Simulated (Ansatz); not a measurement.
**B₂H₄OZn (SMILES BO[BH][ZnH]): density, localisation and related maps**

Input

```
crystal:
  periodic: [false, false, false]
  atoms:
    - { symbol: B, position_ang: [-0.413, 1.1758, -0.6154] }
    - { symbol: O, position_ang: [0.6384, 1.0046, 0.3067] }
    - { symbol: B, position_ang: [0.8642, -0.43, 0.2619] }
    - { symbol: Zn, position_ang: [-0.1488, -1.8312, 1.747] }
    - { symbol: H, position_ang: [-0.2365, 1.474, -1.7764] }
    - { symbol: H, position_ang: [-1.5785, 1.2251, -0.2404] }
    - { symbol: H, position_ang: [1.7258, -0.8762, -0.4653] }
    - { symbol: H, position_ang: [-0.7596, -1.7992, 0.726] }
basis:
  gaussian: { orbitals: def2-SVPD }
hamiltonian:
  xc: pbe0
relax:
  f_tol: 0.015
  max_steps: 40
output:
  orbitals: {}
```

Run with:

```sh
ansatz run input.yaml --threads 2 --pin off --max-ram 3072MiB --backend cpu --events-out ev --progress --plain --runs-dir out
```

The fields are those of the relaxed geometry.

All numbers below come from Ansatz, RKS PBE0/def2-SVPD.

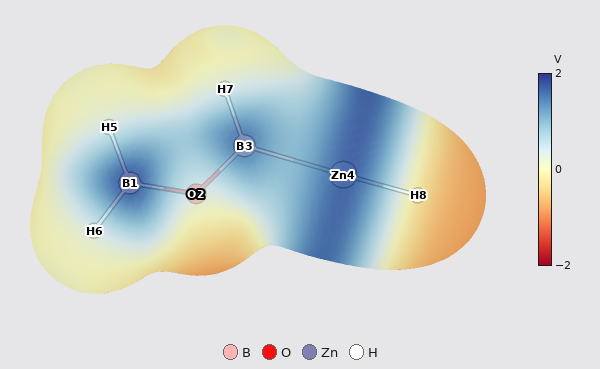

Figure 1. The electrostatic potential painted on the density surface at 0.002 e/bohr³, seen at a tilt; red is negative and blue positive.

> Describe the electrostatic potential map.

The most negative region (about −0.8 V) lies over O2 and H8, the most positive (about +1.7 V) over B1 and Zn4.

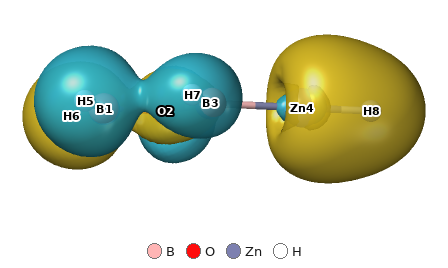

Figure 2. The HOMO−1 at ±0.06 Å⁻³ᐟ² (yellow and cyan are the two phases), seen from one side.

> Describe this orbital and give its energy.

By Hirshfeld shares it lies mainly on Zn4 (about 20 %), O2 (about 20 %), H8 (about 15 %), B1 (about 15 %), H5 (about 10 %) and H6 (about 10 %); it is symmetric in the molecular plane (an in-plane orbital: σ, lone-pair or in-plane π type). Its energy is −8.74 eV.

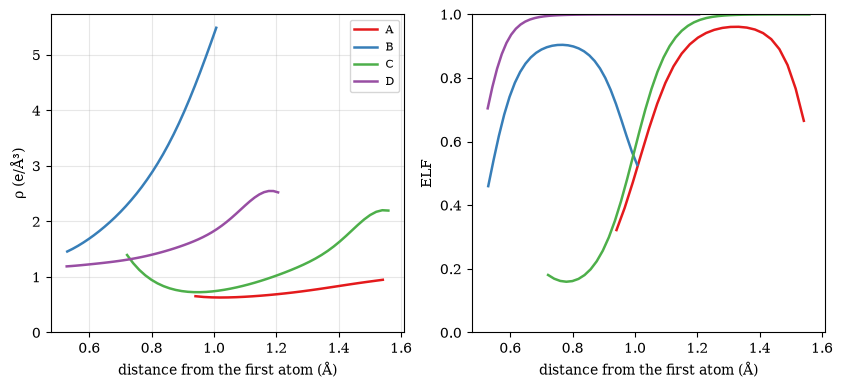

Figure 3. Electron density and ELF along straight lines between neighbouring atoms. The curves leave out the atomic cores.

> Which curve belongs to which contact (B–H, B–O, Zn–B and Zn–H)? The first atom named is at distance zero.

Curve A: Zn–B (2.09 Å): the density is about 0.63 e/Å³ at the midpoint; the ELF peaks at about 0.95 in the valence shell of B, 0.8 Å from its nucleus, and is about 0.65 at the midpoint. Curve B: B–O (1.37 Å): the density is about 2.1 e/Å³ at the midpoint; the ELF peaks at about 0.90 between the atoms (a shared but strongly polarised pair). Curve C: Zn–H (1.56 Å): ρ at the midpoint is about 1 e/Å³; the ELF climbs to about 1 towards the hydrogen. Curve D: B–H (1.21 Å): ρ is about 1.2 e/Å³ halfway; the ELF climbs to about 1 towards the hydrogen; an ordinary covalent bond to hydrogen.

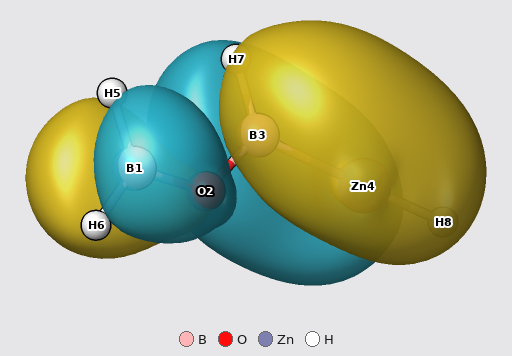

Figure 4. One frontier orbital at ±0.06 Å⁻³ᐟ² (yellow and cyan are the two phases), seen at an oblique angle.

> Which orbital is it: HOMO or LUMO?

The LUMO, at −2.11 eV. Its weight (Hirshfeld) is mainly on B3 (about 40 %), Zn4 (about 30 %) and B1 (about 15 %); it changes sign across the molecular plane (π type); π-bonding across B3–Zn4.
